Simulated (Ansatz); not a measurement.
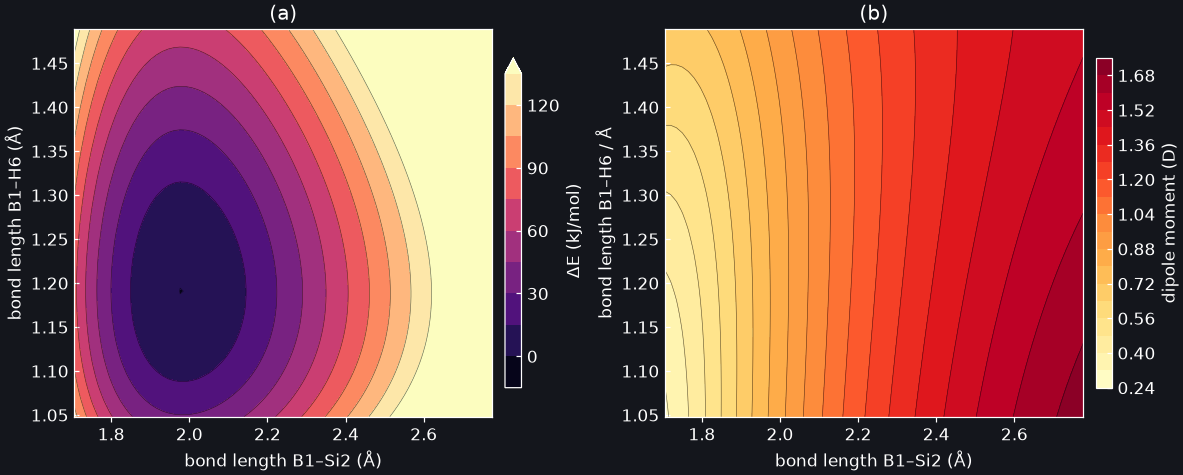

B₂H₄SSi, SMILES B[SiH]1BS1. 
- Coordinates scanned: (1) bond length B1–Si2; (2) bond length B1–H6.
- Nothing is relaxed (all other coordinates rigid).
- Grid: 11 × 11 points.
- Points are written as (first, second).
- Energies are in kJ/mol, from the relaxed molecule at the same level.
- The restricted reference is unstable at some or all points, so the energies there are unreliable.
- Theory: RHF-MP2, frozen core/def2-TZVP (Ansatz).

Panel (a) is the energy and panel (b) the computed dipole moment on the same grid.

Drawn: filled contours, one colour for all values above the top of the scale. Between grid points the surface is interpolated.

How does the dipole moment vary over the map, and what is it at the lowest grid point?

Leaving out the highest fifth of the energies, it runs from 0.31 D at (1.705 Å, 1.048 Å) to 1.59 D at (2.669 Å, 1.180 Å). At the lowest grid point, (2.026 Å, 1.180 Å), it is 0.89 D.

```tsv
bond length B1–H6 ↓, bond length B1–Si2 →	1.705	1.812	1.919	2.026	2.133	2.240	2.347	2.454	2.561	2.669	2.776
1.489	0.69	0.72	0.83	0.96	1.08	1.19	1.28	1.36	1.42	1.47	1.51
1.445	0.64	0.67	0.79	0.93	1.07	1.18	1.28	1.36	1.43	1.48	1.52
1.401	0.58	0.63	0.77	0.92	1.06	1.18	1.28	1.37	1.44	1.50	1.54
1.356	0.53	0.60	0.74	0.90	1.05	1.18	1.28	1.37	1.45	1.51	1.56
1.312	0.49	0.57	0.73	0.89	1.05	1.18	1.29	1.39	1.46	1.53	1.58
1.268	0.45	0.54	0.71	0.89	1.05	1.18	1.30	1.40	1.48	1.55	1.61
1.224	0.41	0.52	0.70	0.89	1.05	1.19	1.31	1.41	1.50	1.57	1.63
1.180	0.37	0.51	0.70	0.89	1.05	1.20	1.32	1.43	1.52	1.59	1.65
1.136	0.35	0.49	0.70	0.89	1.06	1.21	1.33	1.44	1.53	1.61	1.68
1.092	0.32	0.49	0.70	0.90	1.07	1.22	1.35	1.46	1.55	1.63	1.70
1.048	0.31	0.49	0.70	0.90	1.08	1.23	1.36	1.47	1.57	1.65	1.72
```
